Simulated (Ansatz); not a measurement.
```yaml
atoms:
  - { symbol: Al, position_ang: [0.5473, 1.2673, -0.1335] }
  - { symbol: Al, position_ang: [-0.9047, -0.0300, -2.4154] }
  - { symbol: Cl, position_ang: [-0.1078, 3.1997, 0.3263] }
  - { symbol: Cl, position_ang: [1.0724, 1.1458, -2.3814] }
  - { symbol: F, position_ang: [-0.8951, 0.2527, -0.6145] }
  - { symbol: F, position_ang: [-2.0748, 0.9460, -3.0693] }
  - { symbol: H, position_ang: [1.5497, 0.4349, 0.7307] }
  - { symbol: H, position_ang: [-0.7188, -1.5367, -2.7800] }
```

Geometry: PBE0-D4/def2-SVP.

Method: Ansatz, isolated molecule in a Gaussian basis; Kohn-Sham density functional theory, functional PBE0.

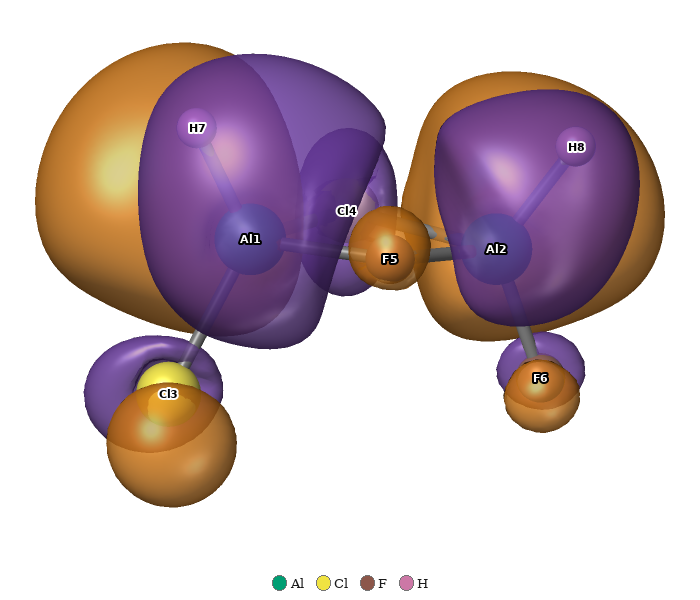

Al2Cl2F2H2. The LUMO at ±0.06 Å⁻³ᐟ² (orange and purple are the two phases), seen at a tilt.

**Describe this orbital and give its energy.**

Its weight (Hirshfeld) is mainly on Al1 (about 40 %), Al2 (about 25 %), Cl4 (about 15 %) and Cl3 (about 5 %). Its energy is −0.78 eV.
